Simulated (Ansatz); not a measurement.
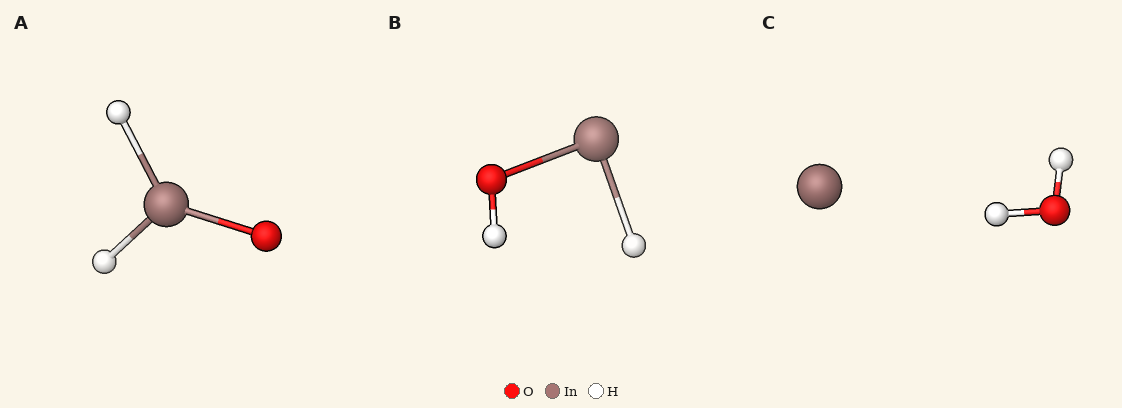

3 stationary structures of one formula. The species has charge −1 and is a spin singlet. Geometries: PBE0-D4/def2-TZVPD. Electronic energies: ωB97M-V/def2-TZVPPD (Ansatz 0.2.0), without zero-point energy. No frequency run is at hand to confirm each as a minimum.

### Rank them by energy, lowest first.

B is lowest (Cs); C lies 1.380 eV above it, A lies 1.654 eV above it (C2v).
